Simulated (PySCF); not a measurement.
# CH₂ClF: electronic excitations at several levels of theory, part 2 of 2

PySCF 2.14.0. Atoms count from 0. The steps go on from the part before.

## (10) Excited states and response: PBE0/def2-TZVP

The job: settings as JSON, then the geometry in Å.

```
{"job": {"kind": "uv", "xc": "PBE0", "basis": "def2-TZVP"}, "charge": 0, "multiplicity": 1}
F      0.972312    -0.946272     0.079567
C      0.106063     0.079063    -0.010536
Cl    -1.570248    -0.491840     0.085365
H      0.265360     0.775297     0.825678
H      0.226827     0.583861    -0.980099
```

Method: TDDFT PBE0/def2-TZVP, vertical, gas phase, core orbitals frozen in the response.

Output:

```text
coarse grid: 5040 points
cycle   1  E = -599.0786110320  dE =  2.357e-01  |g| = 4.824e-01  |ddm| = 1.555e+00
cycle   2  E = -599.0325079246  dE =  4.610e-02  |g| = 7.311e-01  |ddm| = 6.100e-01
cycle   3  E = -599.1199684164  dE = -8.746e-02  |g| = 3.518e-02  |ddm| = 3.404e-01
cycle   4  E = -599.1201456653  dE = -1.772e-04  |g| = 2.068e-02  |ddm| = 4.202e-02
cycle   5  E = -599.1202233731  dE = -7.771e-05  |g| = 4.468e-03  |ddm| = 1.694e-02
cycle   6  E = -599.1202272189  dE = -3.846e-06  |g| = 1.639e-03  |ddm| = 3.630e-03
final grid: 45304 points
cycle   7  E = -599.1224074042  dE = -3.097e-05  |g| = 4.257e-03  |ddm| = 1.941e-02
cycle   8  E = -599.1224064131  dE =  9.911e-07  |g| = 4.943e-03  |ddm| = 4.659e-03
cycle   9  E = -599.1224102065  dE = -3.793e-06  |g| = 8.959e-04  |ddm| = 2.475e-03
cycle  10  E = -599.1224103209  dE = -1.144e-07  |g| = 9.219e-05  |ddm| = 5.263e-04
cycle  11  E = -599.1224103224  dE = -1.500e-09  |g| = 2.173e-05  |ddm| = 8.367e-05
cycle  12  E = -599.1224103224  dE = -8.617e-11  |g| = 6.189e-06  |ddm| = 1.756e-05
converged SCF energy = -599.1224103224

Static polarisability (au): isotropic 25.518, principal 21.257 22.393 32.903

Singlet excitations
state   eV       nm        f      main configurations
  1   7.6230    162.6   0.00340   H->L 0.96
  2   8.1370    152.4   0.00256   H-1->L 0.97
  3   8.9511    138.5   0.00347   H->L+1 0.94
  4   9.5318    130.1   0.00002   H->L+2 0.95
  5   9.6121    129.0   0.00910   H-1->L+1 0.84, H-2->L 0.12
  6   9.9760    124.3   0.06076   H-1->L+2 0.51, H-2->L 0.35, H-1->L+1 0.10
  7   9.9770    124.3   0.00537   H-3->L 0.95
  8  10.1816    121.8   0.02069   H->L+3 0.93
  9  10.6284    116.7   0.00009   H-1->L+3 0.99
 10  10.6804    116.1   0.23022   H-1->L+2 0.34, H-2->L 0.31, H-2->L+1 0.25

Triplet excitations (Tamm-Dancoff, eV): 6.7735 7.2059 8.6452 8.6520
```

Run time: 3.3 s. Hardware: 1 thread, shared host.

In short: HOMO -8.79 eV, LUMO 0.68 eV; lowest singlet 7.62 eV.

## (11) TDDFT and polarisability: PBE0/aug-cc-pVDZ

The job: settings as JSON, then the geometry in Å.

```
{"job": {"kind": "uv", "xc": "PBE0", "basis": "aug-cc-pVDZ"}, "charge": 0, "multiplicity": 1}
F      0.972312    -0.946272     0.079567
C      0.106063     0.079063    -0.010536
Cl    -1.570248    -0.491840     0.085365
H      0.265360     0.775297     0.825678
H      0.226827     0.583861    -0.980099
```

With the program's defaults for keys left out, this is: TDDFT PBE0/aug-cc-pVDZ, vertical, gas phase, core orbitals frozen in the response.

Output:

```text
coarse grid: 5040 points
cycle   1  E = -599.0256368643  dE =  2.527e-01  |g| = 4.399e-01  |ddm| = 3.687e+00
cycle   2  E = -598.9848552974  dE =  4.078e-02  |g| = 6.581e-01  |ddm| = 1.276e+00
cycle   3  E = -599.0639609808  dE = -7.911e-02  |g| = 3.276e-02  |ddm| = 7.494e-01
cycle   4  E = -599.0641179664  dE = -1.570e-04  |g| = 1.748e-02  |ddm| = 7.924e-02
cycle   5  E = -599.0641861782  dE = -6.821e-05  |g| = 4.464e-03  |ddm| = 3.304e-02
cycle   6  E = -599.0641908977  dE = -4.720e-06  |g| = 8.886e-04  |ddm| = 7.715e-03
final grid: 45304 points
cycle   7  E = -599.0738343844  dE = -1.130e-05  |g| = 4.734e-03  |ddm| = 4.071e-02
cycle   8  E = -599.0738310138  dE =  3.371e-06  |g| = 6.524e-03  |ddm| = 1.562e-02
cycle   9  E = -599.0738390151  dE = -8.001e-06  |g| = 5.232e-04  |ddm| = 8.009e-03
cycle  10  E = -599.0738390726  dE = -5.750e-08  |g| = 1.079e-04  |ddm| = 9.726e-04
cycle  11  E = -599.0738390743  dE = -1.662e-09  |g| = 4.149e-05  |ddm| = 1.635e-04
cycle  12  E = -599.0738390747  dE = -4.580e-10  |g| = 8.249e-06  |ddm| = 7.142e-05
converged SCF energy = -599.0738390747

Static polarisability (au): isotropic 29.576, principal 25.487 26.899 36.342

Singlet excitations
state   eV       nm        f      main configurations
  1   7.3486    168.7   0.00208   H->L 0.73, H->L+1 0.21
  2   7.8228    158.5   0.01171   H->L+1 0.75, H->L 0.23
  3   7.8786    157.4   0.00626   H-1->L 0.73, H-1->L+1 0.21
  4   8.3880    147.8   0.04470   H-1->L+1 0.76, H-1->L 0.22
  5   8.5439    145.1   0.03482   H->L+2 0.98
  6   8.6068    144.1   0.00058   H->L+3 0.96
  7   9.0670    136.7   0.00343   H-1->L+2 0.95
  8   9.1784    135.1   0.05573   H->L+4 0.88
  9   9.2156    134.5   0.00024   H-1->L+3 0.78, H-2->L 0.16
 10   9.6415    128.6   0.00728   H-3->L 0.82, H-3->L+1 0.12

Triplet excitations (Tamm-Dancoff, eV): 6.7085 7.1689 7.6367 8.2016
```

Wall time 2.7 s (1 thread, shared host).

Key values: HOMO -8.86 eV, LUMO -0.15 eV; lowest singlet 7.35 eV.

## (12) Ultraviolet spectrum: PBE0/aug-cc-pVTZ

The job: settings as JSON, then the geometry in Å.

```
{"job": {"kind": "uv", "xc": "PBE0", "basis": "aug-cc-pVTZ"}, "charge": 0, "multiplicity": 1}
F      0.972312    -0.946272     0.079567
C      0.106063     0.079063    -0.010536
Cl    -1.570248    -0.491840     0.085365
H      0.265360     0.775297     0.825678
H      0.226827     0.583861    -0.980099
```

Method: TDDFT PBE0/aug-cc-pVTZ, vertical, gas phase, core orbitals frozen in the response.

Output:

```text
coarse grid: 5040 points
cycle   1  E = -599.0771720539  dE =  2.392e-01  |g| = 4.783e-01  |ddm| = 3.859e+00
cycle   2  E = -599.0310326922  dE =  4.614e-02  |g| = 7.305e-01  |ddm| = 1.239e+00
cycle   3  E = -599.1179617373  dE = -8.693e-02  |g| = 3.597e-02  |ddm| = 7.284e-01
cycle   4  E = -599.1181315559  dE = -1.698e-04  |g| = 2.129e-02  |ddm| = 6.642e-02
cycle   5  E = -599.1182186576  dE = -8.710e-05  |g| = 4.948e-03  |ddm| = 2.940e-02
cycle   6  E = -599.1182239283  dE = -5.271e-06  |g| = 1.312e-03  |ddm| = 8.378e-03
final grid: 45304 points
cycle   7  E = -599.1259283944  dE = -3.409e-05  |g| = 4.735e-03  |ddm| = 1.275e-01
cycle   8  E = -599.1259259056  dE =  2.489e-06  |g| = 6.354e-03  |ddm| = 1.341e-02
cycle   9  E = -599.1259322856  dE = -6.380e-06  |g| = 6.910e-04  |ddm| = 6.842e-03
cycle  10  E = -599.1259323655  dE = -7.985e-08  |g| = 1.061e-04  |ddm| = 9.490e-04
cycle  11  E = -599.1259323672  dE = -1.741e-09  |g| = 3.716e-05  |ddm| = 1.656e-04
cycle  12  E = -599.1259323675  dE = -2.786e-10  |g| = 1.244e-05  |ddm| = 5.637e-05
converged SCF energy = -599.1259323675

Static polarisability (au): isotropic 30.440, principal 26.497 27.833 36.990

Singlet excitations
state   eV       nm        f      main configurations
  1   7.3056    169.7   0.00177   H->L 0.69, H->L+1 0.23
  2   7.7943    159.1   0.01231   H->L+1 0.71, H->L 0.26
  3   7.8362    158.2   0.00627   H-1->L 0.70, H-1->L+1 0.22
  4   8.3566    148.4   0.04445   H-1->L+1 0.73, H-1->L 0.25
  5   8.4926    146.0   0.03156   H->L+2 0.97
  6   8.5479    145.0   0.00103   H->L+3 0.94
  7   8.9894    137.9   0.03922   H->L+4 0.61, H-1->L+2 0.29
  8   9.0298    137.3   0.01238   H-1->L+2 0.68, H->L+4 0.27
  9   9.1543    135.4   0.00009   H-1->L+3 0.79, H-2->L 0.14
 10   9.5258    130.2   0.03544   H-1->L+4 0.89

Triplet excitations (Tamm-Dancoff, eV): 6.6394 7.0861 7.6173 8.1751
```

Run time: 7.3 s. Hardware: 1 thread, shared host.

In short: HOMO -8.86 eV, LUMO -0.18 eV; lowest singlet 7.31 eV.

## (13) TDDFT and polarisability: PBE0/def2-TZVPD

The job: settings as JSON, then the geometry in Å.

```
{"job": {"kind": "uv", "xc": "PBE0", "basis": "def2-TZVPD"}, "charge": 0, "multiplicity": 1}
F      0.972312    -0.946272     0.079567
C      0.106063     0.079063    -0.010536
Cl    -1.570248    -0.491840     0.085365
H      0.265360     0.775297     0.825678
H      0.226827     0.583861    -0.980099
```

Method: TDDFT PBE0/def2-TZVPD, vertical, gas phase, core orbitals frozen in the response.

Output:

```text
coarse grid: 5040 points
cycle   1  E = -599.0803959911  dE =  2.374e-01  |g| = 4.828e-01  |ddm| = 1.552e+00
cycle   2  E = -599.0329211902  dE =  4.747e-02  |g| = 7.370e-01  |ddm| = 6.382e-01
cycle   3  E = -599.1218056933  dE = -8.888e-02  |g| = 3.627e-02  |ddm| = 3.443e-01
cycle   4  E = -599.1219778541  dE = -1.722e-04  |g| = 2.255e-02  |ddm| = 4.594e-02
cycle   5  E = -599.1220729125  dE = -9.506e-05  |g| = 4.550e-03  |ddm| = 1.820e-02
cycle   6  E = -599.1220769858  dE = -4.073e-06  |g| = 1.657e-03  |ddm| = 4.073e-03
final grid: 45304 points
cycle   7  E = -599.1242667487  dE = -3.166e-05  |g| = 4.193e-03  |ddm| = 5.780e-02
cycle   8  E = -599.1242657682  dE =  9.805e-07  |g| = 4.878e-03  |ddm| = 5.109e-03
cycle   9  E = -599.1242694923  dE = -3.724e-06  |g| = 9.002e-04  |ddm| = 2.415e-03
cycle  10  E = -599.1242696085  dE = -1.162e-07  |g| = 9.966e-05  |ddm| = 5.305e-04
cycle  11  E = -599.1242696102  dE = -1.709e-09  |g| = 2.760e-05  |ddm| = 8.706e-05
cycle  12  E = -599.1242696104  dE = -1.376e-10  |g| = 9.388e-06  |ddm| = 2.292e-05
converged SCF energy = -599.1242696104

Static polarisability (au): isotropic 30.582, principal 26.685 28.026 37.034

Singlet excitations
state   eV       nm        f      main configurations
  1   7.2951    170.0   0.00220   H->L 0.86, H->L+1 0.09
  2   7.8199    158.5   0.00410   H-1->L 0.87
  3   8.0126    154.7   0.01118   H->L+1 0.87, H->L 0.10
  4   8.5827    144.5   0.05867   H-1->L+1 0.90, H-1->L 0.09
  5   8.7075    142.4   0.00164   H->L+2 0.91
  6   8.8719    139.7   0.05343   H->L+3 0.99
  7   9.2323    134.3   0.04667   H->L+4 0.88
  8   9.2916    133.4   0.00534   H-1->L+2 0.68, H-2->L 0.26
  9   9.3691    132.3   0.00017   H-1->L+3 0.96
 10   9.6448    128.6   0.00680   H-3->L 0.87

Triplet excitations (Tamm-Dancoff, eV): 6.5699 7.0038 7.8276 8.3933
```

Wall time 4.7 s (1 thread, shared host).

In short: HOMO -8.86 eV, LUMO 0.06 eV; lowest singlet 7.30 eV.

## (14) Ultraviolet spectrum: PBE0/6-31+G*

The job: settings as JSON, then the geometry in Å.

```
{"job": {"kind": "uv", "xc": "PBE0", "basis": "6-31+G*"}, "charge": 0, "multiplicity": 1}
F      0.972312    -0.946272     0.079567
C      0.106063     0.079063    -0.010536
Cl    -1.570248    -0.491840     0.085365
H      0.265360     0.775297     0.825678
H      0.226827     0.583861    -0.980099
```

Method: TDDFT PBE0/6-31+G*, vertical, gas phase, core orbitals frozen in the response.

Output:

```text
coarse grid: 5040 points
cycle   1  E = -599.0078840009  dE =  2.471e-01  |g| = 4.318e-01  |ddm| = 1.914e+00
cycle   2  E = -598.9717329194  dE =  3.615e-02  |g| = 6.367e-01  |ddm| = 8.384e-01
cycle   3  E = -599.0463931401  dE = -7.466e-02  |g| = 3.188e-02  |ddm| = 4.476e-01
cycle   4  E = -599.0465499153  dE = -1.568e-04  |g| = 1.841e-02  |ddm| = 5.615e-02
cycle   5  E = -599.0466291834  dE = -7.927e-05  |g| = 3.825e-03  |ddm| = 2.276e-02
cycle   6  E = -599.0466325410  dE = -3.358e-06  |g| = 8.014e-04  |ddm| = 4.006e-03
final grid: 45304 points
cycle   7  E = -599.0334443409  dE = -8.418e-06  |g| = 5.204e-03  |ddm| = 1.462e-02
cycle   8  E = -599.0334398123  dE =  4.529e-06  |g| = 7.383e-03  |ddm| = 7.844e-03
cycle   9  E = -599.0334498405  dE = -1.003e-05  |g| = 4.606e-04  |ddm| = 4.567e-03
cycle  10  E = -599.0334498856  dE = -4.504e-08  |g| = 1.084e-04  |ddm| = 4.848e-04
cycle  11  E = -599.0334498875  dE = -1.931e-09  |g| = 3.794e-05  |ddm| = 1.375e-04
cycle  12  E = -599.0334498879  dE = -3.902e-10  |g| = 7.164e-06  |ddm| = 5.716e-05
converged SCF energy = -599.0334498879

Static polarisability (au): isotropic 24.362, principal 20.193 21.037 31.856

Singlet excitations
state   eV       nm        f      main configurations
  1   7.4490    166.4   0.00090   H->L 0.89
  2   7.9559    155.8   0.00468   H-1->L 0.89
  3   8.1597    151.9   0.01098   H->L+1 0.92
  4   8.7076    142.4   0.06320   H-1->L+1 0.92
  5   8.7126    142.3   0.00083   H->L+2 0.98
  6   9.1062    136.2   0.04286   H->L+3 0.98
  7   9.3016    133.3   0.00048   H-1->L+2 0.81, H-2->L 0.17
  8   9.4486    131.2   0.07967   H->L+4 0.90
  9   9.6207    128.9   0.00073   H-1->L+3 0.98
 10   9.7489    127.2   0.00261   H-3->L 0.91

Triplet excitations (Tamm-Dancoff, eV): 6.7244 7.1647 7.9764 8.5235
```

Run time: 1.8 s. Hardware: 1 thread, shared host.

This run: HOMO -8.90 eV, LUMO 0.12 eV; lowest singlet 7.45 eV.

## (15) Run by run: electronic excitations

Excitations and ground-state properties, with basis size and wall time:

```csv
run,lowest singlet (eV),brightest (eV),f,gap (eV),α (Å³),μ (D),functions,time
PBE0/def2-SVPD,7.50,9.42,0.075,9.20,4.43,1.82,86,6.4 s
BHandHLYP/def2-SVPD,7.77,9.88,0.092,11.24,4.32,1.91,86,6.2 s
CAM-B3LYP/def2-SVPD,7.50,9.52,0.083,11.46,4.44,1.86,86,7.7 s
wB97X-D/def2-SVPD,7.61,9.77,0.100,12.87,4.40,1.87,86,7.3 s
LC-wPBE/def2-SVPD,7.73,10.12,0.138,14.06,4.33,1.87,86,9.9 s
PBE0/6-31G*,7.80,10.89,0.141,9.66,3.09,1.87,50,1.3 s
PBE0/def2-SVP,8.05,10.52,0.122,9.86,2.97,1.82,56,1.4 s
PBE0/def2-TZVP,7.62,10.68,0.230,9.47,3.78,1.77,111,3.3 s
PBE0/aug-cc-pVDZ,7.35,9.18,0.056,8.71,4.38,1.81,91,2.7 s
PBE0/aug-cc-pVTZ,7.31,8.36,0.044,8.68,4.51,1.79,188,7.3 s
PBE0/def2-TZVPD,7.30,8.58,0.059,8.92,4.53,1.78,141,4.7 s
PBE0/6-31+G*,7.45,9.45,0.080,9.02,3.61,1.96,62,1.8 s
```

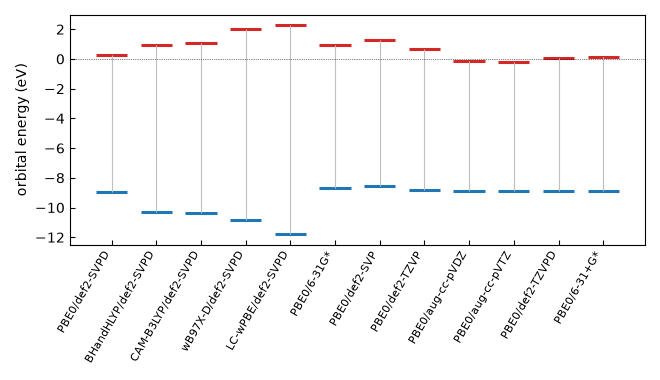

HOMO (blue) and LUMO (red) run by run.

Measured dipole: 1.82 D (gas; NIST CCCBDB Release 22 (SRD 101), experimental dipoles).

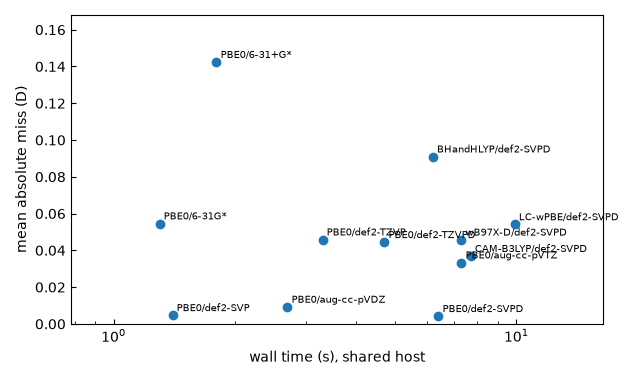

Cost against miss for the measured dipole.

Measured polarisability: 4.51 Å³ (gas; NIST CCCBDB Release 22 (SRD 101), experimental polarizabilities).

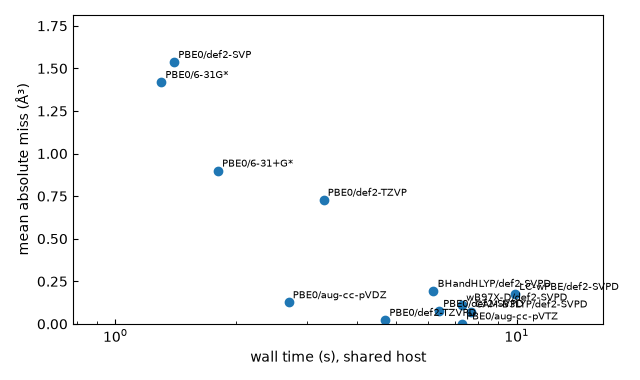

Cost against miss for the measured polarisability.

## (16) Outcome

The summary covers parts 1 to 2.

```
                                quantity                        value
                             point group                           Cs
    rotational constants (main isotopes)        42.93, 5.68, 5.18 GHz
         lowest singlet (PBE0/def2-SVPD)  7.50 eV (165 nm), f = 0.002
brightest single state of those computed  state 6, 9.42 eV, f = 0.075
                          lowest triplet                      6.77 eV
       vertical ionisation energy (ΔSCF)                     11.66 eV
             range of the lowest singlet              7.30 to 8.05 eV
```

What this shows: Single values in the summary come from the first run of each kind that ended normally (PBE0/def2-SVPD), which need not be the best level. The optimisation took 5 steps and gained 0.012 eV; among the close pairs (by a distance rule), F0–C1 changed most, from 1.357 to 1.345 Å. The first singlet state (HOMO→LUMO 0.93) lies at 7.50 eV and is weak; of the 10 states computed, the strongest absorption comes from state 6 at 9.42 eV (the last state computed is bright too, and its partners may lie past the list). The lowest triplet lies 0.73 eV below the lowest singlet (triplets in Tamm-Dancoff, singlets in full TDDFT). The orbital energy would give 8.93 eV for ionisation, ΔSCF gives 11.66 eV. The dipole moment, 1.82 D, compares with 1.82 D measured. The polarisability is 2 % below the measured 4.51 Å³. The lowest singlet runs from 7.30 eV (PBE0/def2-TZVPD) to 8.05 eV (PBE0/def2-SVP), while the orbital gap spans 8.68 to 14.06 eV. The lowest state need not be the same one in every run. The runs solved for a few states only, so the brightest column depends on that window. For the measured dipole, PBE0/def2-SVPD misses least (0.00 D, 6.4 s) and PBE0/6-31+G* most (0.14 D, 1.8 s); the quickest, PBE0/6-31G*, misses by 0.05 D in 1.3 s. For the measured polarisability, PBE0/aug-cc-pVTZ misses least (0.00 Å³, 7.3 s) and PBE0/def2-SVP most (1.54 Å³, 1.4 s); the quickest, PBE0/6-31G*, misses by 1.42 Å³ in 1.3 s. One molecule ranks no method: errors cancel, and vibration and temperature are missing from all runs.
